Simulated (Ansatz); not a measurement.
# C₂H₉FSi₂: small, medium and large basis sets

Aim: see how fast density functionals converge with the basis set for C₂H₉FSi₂.

Program: Ansatz 0.2.0, Gaussian basis. Level of theory: one geometry, several basis sets. These are calculated values, not measurements.

Plan: PBE0-D4/def2-SVP; ωB97M-V/def2-SVP; PBE0-D4/def2-QZVPP; ωB97M-V/def2-QZVPP; the functionals' def2-TZVPP values are taken from earlier runs.

## (1) The relaxed structure

The geometry comes from an earlier relaxation with PBE0-D4 in a triple-zeta def2 set; it is a stationary point, not always the lowest conformer.

SMILES `C[SiH2]C[SiH2]F`, 14 atoms, charge 0, spin multiplicity 1.

Atoms are counted from 1 here; the program's logs count them from 0.

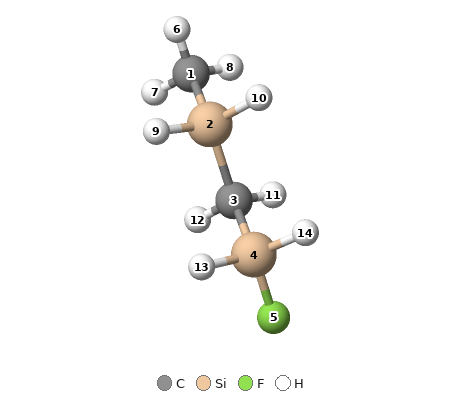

The structure; carbon grey, silicon light orange, fluorine green, hydrogen white; atoms are numbered from 1 in the order of the file.

As a file:

```
C    -0.8402    0.5837    2.2026
Si    0.4091    0.2867    0.8446
C    -0.4270   -0.2659   -0.7441
Si    0.7179   -0.5859   -2.1621
F    -0.1207   -1.0500   -3.4495
H    -0.3448    0.9038    3.1221
H    -1.4022   -0.3278    2.4202
H    -1.5520    1.3605    1.9132
H     1.3826   -0.7582    1.2697
H     1.1777    1.5355    0.5798
H    -1.1481    0.5041   -1.0420
H    -0.9939   -1.1809   -0.5370
H     1.6716   -1.6781   -1.8459
H     1.4569    0.6434   -2.5429
```

## (2) PBE0-D4 in def2-SVP

in.yaml

```yaml
crystal:
  periodic: [false, false, false]
  atoms:
    - {symbol: C, position_ang: [-0.840219, 0.583676, 2.202604]}
    - {symbol: Si, position_ang: [0.409131, 0.286740, 0.844566]}
    - {symbol: C, position_ang: [-0.426988, -0.265895, -0.744123]}
    - {symbol: Si, position_ang: [0.717880, -0.585934, -2.162079]}
    - {symbol: F, position_ang: [-0.120693, -1.050036, -3.449504]}
    - {symbol: H, position_ang: [-0.344801, 0.903829, 3.122135]}
    - {symbol: H, position_ang: [-1.402186, -0.327761, 2.420225]}
    - {symbol: H, position_ang: [-1.552040, 1.360484, 1.913183]}
    - {symbol: H, position_ang: [1.382596, -0.758178, 1.269660]}
    - {symbol: H, position_ang: [1.177669, 1.535538, 0.579799]}
    - {symbol: H, position_ang: [-1.148081, 0.504083, -1.041998]}
    - {symbol: H, position_ang: [-0.993895, -1.180912, -0.536953]}
    - {symbol: H, position_ang: [1.671593, -1.678114, -1.845851]}
    - {symbol: H, position_ang: [1.456936, 0.643377, -2.542866]}
basis:
  gaussian: {orbitals: def2-SVP}
hamiltonian: {xc: pbe0, dispersion: d4}
output: {orbitals: {seedname: orbitals}}
```

On the command line:

```console
> ansatz run in.yaml --threads 4 --pin off --events-out ev --progress --plain --max-ram 10444MiB
```

What it wrote:

```text
Functional definition: PBE0
  name "PBE0"
  cite "Adamo & Barone, J. Chem. Phys. 110, 6158 (1999) doi:10.1063/1.478522"
  cite "Perdew, Burke & Ernzerhof, Phys. Rev. Lett. 77, 3865 (1996) doi:10.1103/PhysRevLett.77.3865"
  parent pbe
  parameter a = 0.25
  parameter kappa = 0.804
  parameter beta = 0.06672455060314922
  exchange = (1 - a)*pbe_x(kappa = kappa, mu = beta*pi^2/3) + a*exact_x
  correlation = pbe_c(beta = beta)
1378 factors; their error is unknown
mean field evaluation 1: about -20666.3823 eV, gradient 5.9e1 eV
mean field evaluation 2: about -20663.3047 eV, gradient 6.8e1 eV
mean field evaluation 4: about -20674.1995 eV, gradient 2.5e0 eV
mean field evaluation 8: about -20674.2111 eV, gradient 3.6e-2 eV
mean field evaluation 16: about -20674.3091 eV, gradient 7.0e-5 eV
mean field -20674.30913089 eV, -759.7668470103 hartree, gradient 7.0e-5 eV, S^2 0.000000; 0 other end points of the search recorded, 0 dependent functions left out
reference -20674.30916307 eV, -759.7668481926 hartree; 29, 29 occupied and 94, 94 virtual orbitals, 1378 factors
Total energy: -20674.56044058 eV, -759.7760824711 hartree
```

Run time: 1.2 s. Hardware: 4 threads of Intel Xeon Platinum 8488C, shared host.

## (3) ωB97M-V in def2-SVP

in.yaml, as its differences from that of step 2:

```diff
@@ -19,3 +19,3 @@
   gaussian: {orbitals: def2-SVP}
-hamiltonian: {xc: pbe0, dispersion: d4}
+hamiltonian: {xc: {name: wB97M-V}}
 output: {orbitals: {seedname: orbitals}}
```

Same command.

What it wrote, shortened:

```text
Functional definition: wB97M-V
  name "wB97M-V"
  cite "Mardirossian & Head-Gordon, J. Chem. Phys. 144, 214110 (2016) doi:10.1063/1.4952647"
  cite "Becke, J. Chem. Phys. 107, 8554 (1997) doi:10.1063/1.475007"
  cite "Vydrov & Van Voorhis, J. Chem. Phys. 133, 244103 (2010) doi:10.1063/1.3521275"
  # Of w^i u^j: cxij and so on, Table III.
[...]
  gx(w, u) = 1 - cx + cx01*u + cx10*w
  gss(w, u) = css00 + css04*u^4 + css10*w + css20*w^2 + css43*w^4*u^3
  gos(w, u) = cos00 + cos10*w + (cos20 + cos21*u)*w^2 + (cos60 + cos61*u)*w^6
[...]
      + integral(e_c_pw_mod_opposite_spin*gos(b97_w_opposite, b97_u_opposite)) + vv10(b, c)
1378 factors; their error is unknown
406 factors; integrals over basis functions are off by at most 7.5e-6 eV
[...]
mean field -20682.71532612 eV, -760.0757689870 hartree, gradient 1.7e-5 eV, S^2 0.000000; 0 other end points of the search recorded, 0 dependent functions left out
reference -20682.71537469 eV, -760.0757707720 hartree; 29, 29 occupied and 94, 94 virtual orbitals, 1378 factors
Total energy: -20682.71537469 eV, -760.0757707720 hartree
```

Run time: 3.6 s. Hardware: 4 threads of Intel Xeon Platinum 8488C, shared host.

## (4) PBE0-D4 in def2-QZVPP

in.yaml, as its differences from that of step 3:

```diff
@@ -18,4 +18,4 @@
 basis:
-  gaussian: {orbitals: def2-SVP}
-hamiltonian: {xc: {name: wB97M-V}}
+  gaussian: {orbitals: "def2-QZVPP.json"}
+hamiltonian: {xc: pbe0, dispersion: d4}
 output: {orbitals: {seedname: orbitals}}
```

The command is unchanged.

What it wrote:

```text
Functional definition: PBE0
  name "PBE0"
  cite "Adamo & Barone, J. Chem. Phys. 110, 6158 (1999) doi:10.1063/1.478522"
  cite "Perdew, Burke & Ernzerhof, Phys. Rev. Lett. 77, 3865 (1996) doi:10.1103/PhysRevLett.77.3865"
  parent pbe
  parameter a = 0.25
  parameter kappa = 0.804
  parameter beta = 0.06672455060314922
  exchange = (1 - a)*pbe_x(kappa = kappa, mu = beta*pi^2/3) + a*exact_x
  correlation = pbe_c(beta = beta)
1861 factors; their error is unknown
mean field evaluation 1: about -20675.4516 eV, gradient 7.4e1 eV
mean field evaluation 2: about -20669.8432 eV, gradient 8.5e1 eV
mean field evaluation 4: about -20686.6892 eV, gradient 4.3e0 eV
mean field evaluation 8: about -20686.7186 eV, gradient 6.0e-2 eV
mean field evaluation 16: about -20686.7298 eV, gradient 2.0e-5 eV
mean field -20686.72983656 eV, -760.2232995246 hartree, gradient 2.0e-5 eV, S^2 0.000000; 0 other end points of the search recorded, 0 dependent functions left out
reference -20686.72988451 eV, -760.2233012868 hartree; 29, 29 occupied and 552, 552 virtual orbitals, 1861 factors
Total energy: -20686.98116203 eV, -760.2325355652 hartree
```

It took 12 s on 4 threads of Intel Xeon Platinum 8488C, shared host; peak memory 2.6 GiB.

## (5) ωB97M-V in def2-QZVPP

in.yaml, as its differences from that of step 4:

```diff
@@ -19,3 +19,3 @@
   gaussian: {orbitals: "def2-QZVPP.json"}
-hamiltonian: {xc: pbe0, dispersion: d4}
+hamiltonian: {xc: {name: wB97M-V}}
 output: {orbitals: {seedname: orbitals}}
```

Same command.

What it wrote, shortened:

```text
Functional definition: wB97M-V
  name "wB97M-V"
  cite "Mardirossian & Head-Gordon, J. Chem. Phys. 144, 214110 (2016) doi:10.1063/1.4952647"
  cite "Becke, J. Chem. Phys. 107, 8554 (1997) doi:10.1063/1.475007"
  cite "Vydrov & Van Voorhis, J. Chem. Phys. 133, 244103 (2010) doi:10.1063/1.3521275"
  # Of w^i u^j: cxij and so on, Table III.
[...]
  gx(w, u) = 1 - cx + cx01*u + cx10*w
  gss(w, u) = css00 + css04*u^4 + css10*w + css20*w^2 + css43*w^4*u^3
  gos(w, u) = cos00 + cos10*w + (cos20 + cos21*u)*w^2 + (cos60 + cos61*u)*w^6
[...]
      + integral(e_c_pw_mod_opposite_spin*gos(b97_w_opposite, b97_u_opposite)) + vv10(b, c)
1821 factors; their error is unknown
471 factors; integrals over basis functions are off by at most 7.9e-6 eV
[...]
mean field -20695.36722039 eV, -760.5407175254 hartree, gradient 6.3e-5 eV, S^2 0.000000; 0 other end points of the search recorded, 0 dependent functions left out
reference -20695.36729665 eV, -760.5407203281 hartree; 29, 29 occupied and 552, 552 virtual orbitals, 1821 factors
Total energy: -20695.36729665 eV, -760.5407203281 hartree
```

It took 22 s on 4 threads of Intel Xeon Platinum 8488C, shared host; peak memory 2.9 GiB.

## (6) Functionals by basis

The def2-TZVPP values come from earlier runs at the same geometry.

```
functional       basis  functions  energy (eV)  from the largest (eV)  HOMO (eV)  LUMO (eV)
   PBE0-D4    def2-SVP        123  -20674.5604                 12.421      -8.73       0.65
   PBE0-D4  def2-TZVPP        303  -20686.1493                  0.832      -8.74       0.14
   PBE0-D4  def2-QZVPP        581  -20686.9812                  0.000      -8.75      -0.03
   ωB97M-V    def2-SVP        123  -20682.7154                 12.652     -10.92       2.53
   ωB97M-V  def2-TZVPP        303  -20694.5901                  0.777     -10.95       1.80
   ωB97M-V  def2-QZVPP        581  -20695.3673                  0.000     -10.96       1.31
```

## (7) Outcome

| quantity | value |
| --- | --- |
| PBE0-D4: double and triple zeta above quadruple | 12.42, 0.83 eV |
| ωB97M-V: double and triple zeta above quadruple | 12.65, 0.78 eV |

PBE0-D4 gains 11.59 eV from double to triple zeta, then 0.83 eV more. These are total energies; as a rule much of such shifts cancels in differences, which this series doesn't test. The LUMO of ωB97M-V is positive and keeps falling with the basis (2.53 to 1.31 eV): an unbound level that the basis holds in place.

For PBE0-D4 the largest set took about 9 times as long as the smallest (12 s against 1.2 s).
